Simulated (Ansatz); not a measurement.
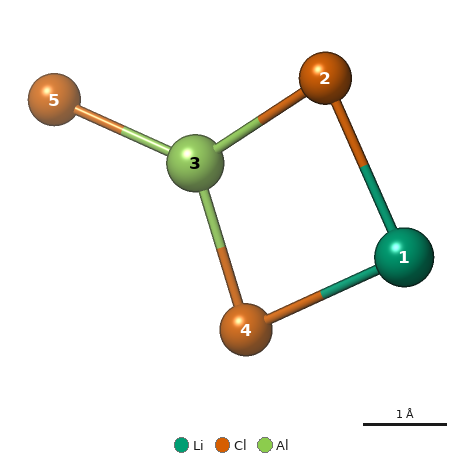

Orthographic view. Distant atoms are faded towards the background colour. State: charge +1, singlet. The geometry was computed by an optimisation with PBE0-D4/def2-TZVP.

Give the geometry as a Z-matrix, atoms in numerical order, with these reference atoms: 2 to 1; 3 to 2, 1; 4 to 3, 2, 1; 5 to 3, 4, 1.

```
Li 
Cl   1   2.380
Al   2   2.112   1    83.4
Cl   3   2.112   2   104.3   1     0.1
Cl   3   2.024   4   127.9   1   179.8
```
